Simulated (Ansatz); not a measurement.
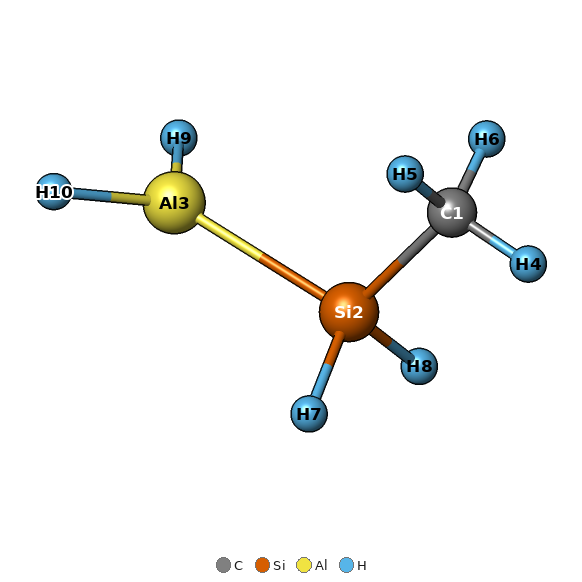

Harmonic vibrations computed with RKS PBE0-D4/def2-TZVP (Ansatz 0.2.0) at a stationary point of the same level.

How many imaginary frequencies does it have?

Answer. A first-order saddle point: one imaginary frequency, 63i cm⁻¹.

List the wavenumbers.

Answer. 24 modes: 63i, 127, 163, 317, 380, 469, 533, 619, 666, 691, 776, 884, 890, 936, 1271, 1454, 1456, 1899, 1908, 2180, 2183, 3053, 3138, 3138 cm⁻¹.
